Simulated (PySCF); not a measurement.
# MP2/STO-6G run of SiO (SMILES O=[Si])

Aim: the energy change on altering one bond length of SiO at MP2/STO-6G, from 2 runs. 

The results are computed with PySCF 2.14.0.

24 further runs of the same task are left out: 13 that didn't finish, 11 set aside as unsound or not needed.

## Step 1: The molecule

SiO: 2 atoms, total charge 0, spin state singlet. SMILES: `O=[Si]`. The shape is that of a PBE0-D4/def2-TZVP optimisation.

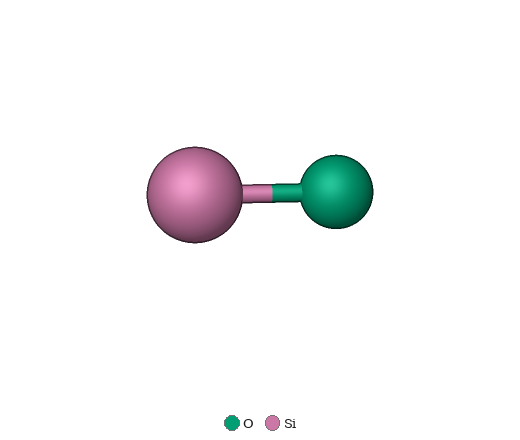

Viewed from a chosen angle; oxygen teal, silicon pink.

## Step 2: The energy at MP2/STO-6G

job.py

```python
# O=[Si]
from pyscf import gto, scf, mp

system = gto.M(
    atom=[
    ('O', (-0.640700, 0.231500, -0.324000)),
    ('Si', (0.640700, -0.231500, 0.324000)),
],
    basis='sto-6g',
    verbose=4,
    charge=0,
    spin=0,
    max_memory=1860,
)

myscf = scf.RHF(system)
myscf.conv_tol = 1e-10
myscf.kernel()
if not myscf.converged:
    myscf = myscf.newton().run(myscf.mo_coeff, myscf.mo_occ)

pt = mp.MP2(myscf, frozen=6).run()
energy = pt.e_tot
print('E(%s) = %.9f' % ('MP2', energy))
```

The run is started by

```
$ OMP_NUM_THREADS=1 python job.py
```

Output:

```text
PySCF version 2.14.0

[INPUT] num. atoms = 2
[INPUT] num. electrons = 22
[INPUT] charge = 0
[INPUT] spin (= nelec alpha-beta = 2S) = 0
[INPUT] symmetry False subgroup None
[INPUT] Mole.unit = angstrom
[INPUT] Symbol           X                Y                Z      unit          X                Y                Z       unit  Magmom
[INPUT]  1 O     -0.640700000000   0.231500000000  -0.324000000000 AA   -1.210747528009   0.437471597837  -0.612271264359 Bohr   0.0
[INPUT]  2 Si     0.640700000000  -0.231500000000   0.324000000000 AA    1.210747528009  -0.437471597837   0.612271264359 Bohr   0.0

nuclear repulsion = 39.2833323697854
number of shells = 8
number of NR pGTOs = 84
number of NR cGTOs = 14
basis = sto-6g
ecp = {}

******** <class 'pyscf.scf.hf.RHF'> ********
method = RHF
initial guess = minao
damping factor = 0
level_shift factor = 0
DIIS = <class 'pyscf.scf.diis.CDIIS'>
diis_start_cycle = 1
diis_space = 8
diis_damp = 0
SCF conv_tol = 1e-10
SCF conv_tol_grad = None
SCF max_cycles = 50
direct_scf = True
direct_scf_tol = 1e-13
Set gradient conv threshold to 1e-05
Initial guess from minao.
init E= -362.120068419095
  HOMO = -0.292752054782321  LUMO = 0.115255736005143  gap/eV = 11.10246
cycle= 1 E= -362.17573228614  delta_E= -0.0557  |g|= 0.661  |ddm|= 1.99
  HOMO = -0.0846677600125348  LUMO = 0.321258832773205  gap/eV = 11.04583
cycle= 2 E= -361.937231133839  delta_E= 0.239  |g|= 1.28  |ddm|= 2.27
  HOMO = -0.259921685450974  LUMO = 0.279716349274398  gap/eV = 14.68430
cycle= 3 E= -362.391030816818  delta_E= -0.454  |g|= 0.075  |ddm|= 1.18
  HOMO = -0.285827687970181  LUMO = 0.292726431811643  gap/eV = 15.74326
cycle= 4 E= -362.392816736325  delta_E= -0.00179  |g|= 0.00286  |ddm|= 0.088
  HOMO = -0.285193390555278  LUMO = 0.291035203644873  gap/eV = 15.67998
cycle= 5 E= -362.392821087037  delta_E= -4.35e-06  |g|= 0.000427  |ddm|= 0.00683
  HOMO = -0.28520147105494  LUMO = 0.291073575441565  gap/eV = 15.68124
cycle= 6 E= -362.3928212228  delta_E= -1.36e-07  |g|= 0.000341  |ddm|= 0.00122
  HOMO = -0.285271018065484  LUMO = 0.291096665745157  gap/eV = 15.68376
cycle= 7 E= -362.392821273439  delta_E= -5.06e-08  |g|= 6.66e-05  |ddm|= 0.000745
  HOMO = -0.285283248044352  LUMO = 0.291104330389512  gap/eV = 15.68430
cycle= 8 E= -362.392821275145  delta_E= -1.71e-09  |g|= 1.24e-05  |ddm|= 0.000128
  HOMO = -0.285285846788432  LUMO = 0.291106089028704  gap/eV = 15.68442
cycle= 9 E= -362.392821275202  delta_E= -5.68e-11  |g|= 1.37e-07  |ddm|= 2.58e-05
  HOMO = -0.285285812188064  LUMO = 0.29110606703662  gap/eV = 15.68442
Extra cycle  E= -362.392821275202  delta_E= 3.41e-13  |g|= 1.2e-07  |ddm|= 3.08e-07
converged SCF energy = -362.392821275202

******** <class 'pyscf.mp.mp2.RMP2'> ********
nocc = 5, nmo = 8
frozen orbitals 6
E(RMP2) = -362.534461160979  E_corr = -0.141639885777015
E(SCS-RMP2) = -362.529083736339  E_corr = -0.136262461136836
E_corr(same-spin) = -0.0388908482256719
E_corr(oppo-spin) = -0.102749037551343
E(MP2) = -362.534461161
```

It took 0.72 s on 1 thread of Intel Xeon Platinum 8488C (Sapphire Rapids), shared host; peak memory 0.12 GiB.

## Step 3: The distorted shape at the same level

run.py

```python
from pyscf import gto, scf, mp

mol = gto.M(
    atom=[
    ('O', (-0.897003, 0.324108, -0.453612)),
    ('Si', (0.640700, -0.231500, 0.324000)),
],
    verbose=3,
    basis='sto-6g',
    max_memory=1860,
)

myscf = scf.RHF(mol)
myscf.conv_tol = 1e-10
myscf.kernel()
if not myscf.converged:
    myscf = myscf.newton().run(myscf.mo_coeff, myscf.mo_occ)

pt = mp.MP2(myscf, frozen=6).run()
e_tot = pt.e_tot
print('E(%s) = %.9f' % ('MP2', e_tot))
```

The run is started by

```
$ OMP_NUM_THREADS=1 python run.py
```

Output:

```text
converged SCF energy = -362.288408004013
E(RMP2) = -362.478972115326  E_corr = -0.190564111313209
E(SCS-RMP2) = -362.46924119072  E_corr = -0.180833186706942
E(MP2) = -362.478972115
```

It took 0.8 s on 1 thread of Intel Xeon Platinum 8488C (Sapphire Rapids), shared host; peak memory 0.11 GiB.

## Step 4: Outcome

At MP2/STO-6G, 6 core orbitals frozen:

| quantity | value |
| --- | --- |
| first shape: total energy | -362.53446 Eh |
| first shape: dipole moment (Hartree–Fock density) | 2.02 D |
| first shape: HOMO energy (Hartree–Fock orbitals) | -7.76 eV |
| first shape: LUMO energy (Hartree–Fock orbitals) | 7.92 eV |
| first shape: HOMO–LUMO gap (Hartree–Fock orbitals) | 15.68 eV |
| first shape: correlation energy (6 core orbitals frozen) | -141.6 mEh |
| distorted shape: total energy | -362.47897 Eh |
| distorted shape: dipole moment (Hartree–Fock density) | 2.87 D |
| distorted shape: HOMO energy (Hartree–Fock orbitals) | -6.13 eV |
| distorted shape: LUMO energy (Hartree–Fock orbitals) | 6.31 eV |
| distorted shape: HOMO–LUMO gap (Hartree–Fock orbitals) | 12.44 eV |
| distorted shape: correlation energy (6 core orbitals frozen) | -190.6 mEh |
| energy change with the O1–Si2 bond stretched from 1.509 to 1.811 Å | 1.510 eV |

What this shows: With the O1–Si2 bond stretched from 1.509 to 1.811 Å the energy rises by 1.51 eV (146 kJ/mol). The first shape isn't relaxed at this level, so the change isn't measured from a minimum. The minimal basis adds a large error of its own.
